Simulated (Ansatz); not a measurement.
# What Sn2TeO (built on the sites of a database entry of SnO) distorts into, part 3 of 3

Wanted: the energy along a soft mode of Sn2TeO (built on the sites of a database entry of SnO) and the structure at the end.

Ansatz 0.2.0; DFT PBEsol, scalar-relativistic, plane waves, PAW.

So far. Step 5 (Energy along the mode, all amplitudes (two of the runs …): The lowest of the steps tried is the last one, at 0.6 Å, 120 meV/atom below the parent; the bottom of the well need not coincide with a step. Step 7 (The new phase in its own primitive cell): The largest force component left is 0.15 meV/Å and the pressure is 0.001 GPa, within the tolerances set. The cell now holds 26.30 Å³/atom. The relaxed cell has a = 7.037, c = 4.249 Å (conventional setting).

The structure was built from a prototype and need not be the compound's stable phase.

### Step 8. Modes of the new phase, k-mesh 6×6×8

A relaxed structure may still be a saddle point, so its zone-centre modes are computed. No field response is asked, since the mesh shows no gap.

input.yaml reads:

```yaml
crystal:
  lattice:
    - [7.0369296902, 0.0, 0.0]
    - [0.0, 7.0369296902, 0.0]
    - [0.0, 0.0, 4.2493039298]
  atoms:
    - { symbol: Sn, position: [0.7038112086, 0.2038112086, 0.5] }
    - { symbol: Sn, position: [0.2961887914, 0.7961887914, 0.5] }
    - { symbol: Sn, position: [0.2038112086, 0.2961887914, 0.5] }
    - { symbol: Sn, position: [0.7961887914, 0.7038112086, 0.5] }
    - { symbol: O, position: [0.5, 0.0, 0.5] }
    - { symbol: O, position: [0.0, 0.5, 0.5] }
    - { symbol: Te, position: [0.5, 0.5, 0.0] }
    - { symbol: Te, position: [0.0, 0.0, 0.0] }
kpoints:
  mp_grid: { grid: [6, 6, 8] }
hamiltonian:
  xc: pbesol
scf:
  occupations: { method: methfessel_paxton, width: 0.2 }
output:
  eigenvalues: true
phonons:
  method: dfpt
```

Run with:

```sh
> ansatz run input.yaml --threads 4 --pin off --max-ram 14336MiB --backend cpu --events-out ev --progress --plain --runs-dir out
```

Numbers of over 12 decimals in the logs are rounded to 6 here.

The log of the run:

```text
zone centre: on kpoints.mp_grid the ground state, and the responses unless they are solved on pairs of k-points, stand on 100 of the mesh's 288 k-points, reduced under 2 symmetry operations, with k and −k counted as one. Each operation leaves every solved displacement unchanged or reverses it
[...]
Crystal: 8 atoms, lattice volume = 210.419 Å³
Basis set: ecut = 420 eV, 4083 PW (Γ), exchange–correlation on 96×96×60 points (8 copies of the dense FFT grid, shifted against one another)
Bands: 60, of which v1, the nominal top of the filled ones, is band 50 counted from 1 (49 counted from 0)
Symmetry: 16 space group operations
k-points: 100 of 288 (irreducible under 2 space group operations, time reversal used)
[...]
SCF iter   1: F=—  HF=-38723.102101 eV  |F-HF|=—  |Δ(HF+E_count)|=         —  Δρ=1.05e-2  dr2=2.38e-1  ethr=1.77e-3  ⟨swp⟩=6.9  Hψ=25130  notcnv=0
[...]
SCF iter  10: F=-38723.057698 eV  HF=-38723.057698 eV  |F-HF|=7.28e-12  |Δ(HF+E_count)|=  7.28e-12  S|Δr|=    0.00e0  Δρ=5.56e-8  dr2=4.67e-12  ethr=1.00e-12  ⟨swp⟩=12.9  Hψ=34041  notcnv=0
SCF 1 converged in 10 iterations: F = -38723.057698 eV  dr2 = 4.67e-12
[...]
DFPT response loops at Γ: preconditioner auto → Kerker (q_TF=auto, 2.410 Å⁻¹) (partly filled bands, converged f_vac=0.064); β = 1.00, the filter's whole step (`scf.mixing.beta` (0.50) is not read by the response loops under this deck's `scf.mixing.preconditioner`; to damp them name `kerker` or `kerker_dos`, under which they read `scf.mixing.beta`, and type it under 1.00, their step now; both keys bind the ground state too); Broyden in place of MSR1
SCF converged after 10 iterations
[...]
Free energy (F): -38723.057698 eV
[...]
Internal energy: -38723.058670 eV  (E = F + TS)
E sigma→0 (E₀):  -38723.057941 eV
Entropy (-TS):   0.000973 eV (0.122 meV/atom)
Fermi energy:    8.509313 eV
[...]
--- Band table (eV; the first three rows and the last of 100) ---
  k-point 0: bands = [... 46 lower, 6.6120, 6.9710, 7.8812, 8.6634, 9.2716, 9.2716, 9.9009, 9.9009, ... 6 higher]
  k-point 1: bands = [... 46 lower, 6.1253, 6.7770, 8.2178, 8.2178, 8.8166, 9.2939, 10.8968, 10.8968, ... 6 higher]
  k-point 2: bands = [... 46 lower, 6.1447, 7.1986, 7.2253, 7.2253, 9.2130, 9.8932, 10.5185, 10.5185, ... 6 higher]
  k-point 99: bands = [... 46 lower, 6.5700, 6.5700, 7.6963, 7.6963, 8.2962, 8.2962, 8.3036, 8.3036, ... 6 higher]
--- Phonons (Γ-DFPT): 6 representative perturbations + reference, on 100 of 288 k-points (Σ response iterations 21) ---
  k mesh reduced under 2 symmetry operations, with k and −k counted as one. Each operation leaves every solved displacement unchanged or reverses it
  ASR residual: 9.697e-5 → 0.000e0 eV/Å²; symmetrization residual: 4.764e-6 eV/Å²
  ASR residual per site (eV/Å²): 1.31e-5 1.31e-5 1.31e-5 1.31e-5 9.70e-5 9.70e-5 4.50e-5 4.50e-5
  Γ frequencies (cm⁻¹): -41.23 -41.23 0.00 0.00 0.00 31.58 34.70 45.99 55.98 55.98 57.64 57.64 80.07 80.07 84.15 84.15 93.16 100.50 109.70 121.32 156.17 215.20 593.23 593.23
  non-analytic LO–TO correction: not included (Born effective charges unavailable; polar crystals: no LO–TO splitting at Γ)
```

Run time: 5.2 min. Hardware: 4 threads of Arm Neoverse V1, shared host; peak memory 4.1 GiB; 21 min of CPU time.

This step gave:

```yaml
sum_rule_residual_before_enforcement: 9.70e-5 eV/Å²
point_group: 4/mmm
highest_optical_mode_at_the_zone_centre_no_lo_to_term: 593.2 cm⁻¹
lowest_optical_zone_centre_mode: -41.23 cm⁻¹
```

Patterns of degenerate modes are one choice out of their space. Modes at Γ, with each element's share of the kinetic energy (negative means imaginary):

| mode | frequency (cm⁻¹) | symmetry | Sn % | O % | Te % |
| --- | --- | --- | --- | --- | --- |
| 1 | -41.2 | Eu | 11 | 48 | 42 |
| 2 | -41.2 | Eu | 11 | 48 | 42 |
| 3 | 0.0 | acoustic | 62 | 4 | 33 |
| 4 | 0.0 | acoustic | 62 | 4 | 33 |
| 5 | 0.0 | acoustic | 62 | 4 | 33 |
| 6 | 31.6 | B1u | 96 | 4 | 0 |
| 7 | 34.7 | A2u | 12 | 40 | 48 |
| 8 | 46.0 | B1g | 100 | 0 | 0 |
| 9 | 56.0 | Eg | 100 | 0 | 0 |
| 10 | 56.0 | Eg | 100 | 0 | 0 |
| 11 | 57.6 | Eu | 19 | 41 | 40 |
| 12 | 57.6 | Eu | 19 | 41 | 40 |
| 13 | 80.1 | Eu | 9 | 10 | 81 |
| 14 | 80.1 | Eu | 9 | 10 | 81 |
| 15 | 84.2 | Eu | 94 | 2 | 4 |
| 16 | 84.2 | Eu | 94 | 2 | 4 |
| 17 | 93.2 | A1u | 0 | 0 | 100 |
| 18 | 100.5 | B1u | 4 | 96 | 0 |
| 19 | 109.7 | A2u | 26 | 55 | 19 |
| 20 | 121.3 | A2g | 100 | 0 | 0 |
| 21 | 156.2 | A1g | 100 | 0 | 0 |
| 22 | 215.2 | B2g | 100 | 0 | 0 |
| 23 | 593.2 | Eu | 5 | 95 | 0 |
| 24 | 593.2 | Eu | 5 | 95 | 0 |

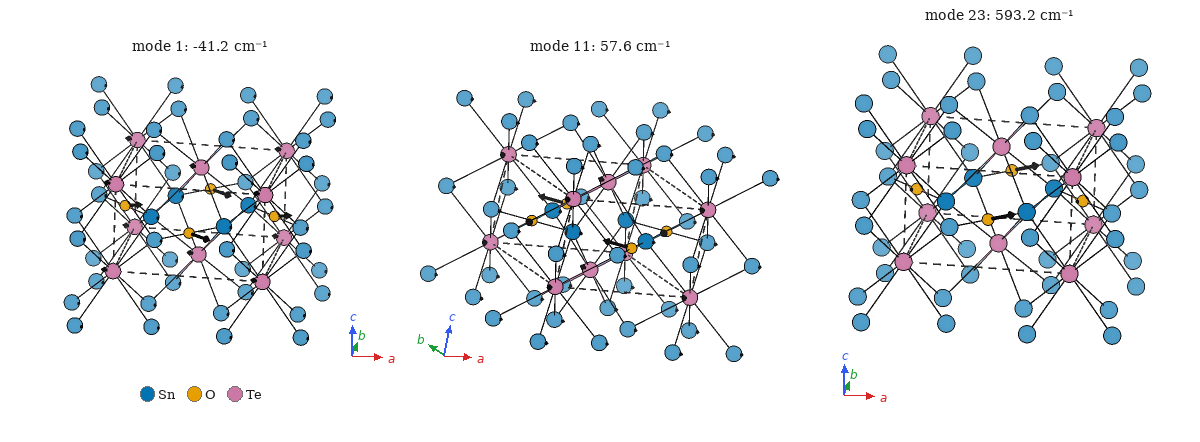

Displacement patterns of modes 1, 11 and 23 at Γ; arrows are exaggerated. Some periodic images of atoms are drawn too.

Before it was imposed, the acoustic sum rule was missed by 9.7e-5 eV/Å². Small misses are needed for a sound result but don't prove that mesh and cutoff are converged. The lowest optical mode is imaginary, 41.2i cm⁻¹, so the energy falls along it.

### Step 9. The phases reached

The phases reached along the modes that were followed are set side by side.

Energies are those of the first relaxation, on the mesh of the frozen mode; space group, volume and gap are those of the last relaxation. Phases, by row:

| mode frozen in | space group | energy from parent (meV/atom) | volume (Å³/atom) | gap on mesh (eV) | lowest zone-centre optical mode (cm⁻¹) | largest shift (Å) |
| --- | --- | --- | --- | --- | --- | --- |
| parent | P-4m2 | 0 | 24.36 | 0 | – | – |
| q = (-0.5, -0.5, -0.5), 219i cm⁻¹ | I-42m | -474.8 | 31.89 | 0 | -58.5 | 1.768 |
| q = (-0.5, -0.5, 0), 202i cm⁻¹ | P4/mbm | -538.9 | 26.3 | 0 | -41.2 | 2.124 |

### Step 10. What came out

```json
{
  "unstable mode of the parent": "q = (-0.5, -0.5, 0), 202i cm⁻¹",
  "depth at the lowest point sampled": "120 meV/atom",
  "largest atomic shift at that point": "0.6 Å",
  "space group reached (within 0.01 Å)": "P4/mbm",
  "energy gained over the parent (first relaxation, on the mesh of the frozen mode)": "539 meV/atom",
  "volume per atom, phase reached": "26.3 Å³",
  "lowest optical zone-centre mode, phase reached": "-41.2 cm⁻¹",
  "highest optical mode at the zone centre (no LO-TO term), phase reached": "593 cm⁻¹"
}
```

Along this mode the structure falls into P4/mbm, 539 meV/atom below the parent. At the parent's cell the well is 119.9 meV/atom deep on the steps tried, with its lowest point at a shift of 0.6 Å. That is the last step tried, so the steps alone don't bracket the bottom of the well. Relaxing atoms and cell changes the gain by +418.96 meV/atom against the lowest step (energies at zero smearing). Most of the total comes from this relaxation. The new phase still has an imaginary mode at the zone centre of its cell, so it is a saddle point on the way to a lower structure. Of the 2 patterns followed to their end from this parent, this one reaches the lowest energy. Each path keeps the symmetry of its pattern, so a lower phase may lie along a pattern not tried. The q mesh stands for a supercell only 9.0 Å across, so branches between the solved wavevectors are rough. With no gap, or one that is small against the smearing, the frequencies hang on the k mesh and the smearing, most of all near Kohn anomalies. A semilocal functional can close a gap that the real compound would have, so the metallic treatment may be an artefact of the level. Spin-orbit coupling is left out, which can matter for the heavy elements here. The starting cell was built on a prototype and not taken from a measurement, so the phase need not exist.

[Logs are printed without paths, hosts, clocks, repeated set-up lines and the standing remarks that a program may print on its own settings, such as how far it seeks lower states.]

[Hosts, paths, dates, database ids (printed as entryN), source tags and the programs' standing remarks are cut or masked in the printed files.]
